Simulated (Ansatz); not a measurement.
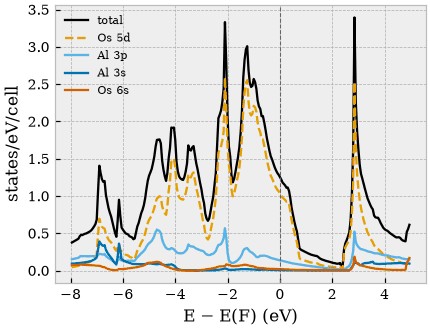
Fig. 1. Total and projected density of states of AlOs (CsCl type, space group No. 221), the program Ansatz at the r²SCAN level (PAW)

**Question.** Which orbitals carry the states next to the Fermi level?

**Answer.** Within 0.5 eV of the Fermi level: Os 5d 83 %, Al 3p 11 %. Projections are on Löwdin-orthogonalised atomic valence shells; empty p or d shells of many metals are not among them.

**Question.** Where is the tallest occupied peak in this window, and what makes it?

**Answer.** Near -2.1 eV, about 3.3 states/eV per cell; the largest projected share is Os 5d.

Space group Pm-3m (CsCl type). A made-up cell: these elements were put on the sites of a structure type; the Crystallography Open Database copy checked does not list it. Whether it is the stable phase at ambient conditions was not checked. The cell was relaxed with r²SCAN under the symmetry of its start; whether a distortion lowers the energy is not shown. No spin polarisation was allowed. Spin–orbit coupling is left out wherever it is not named.

Potentials: the earlier of the program's two PAW sets.
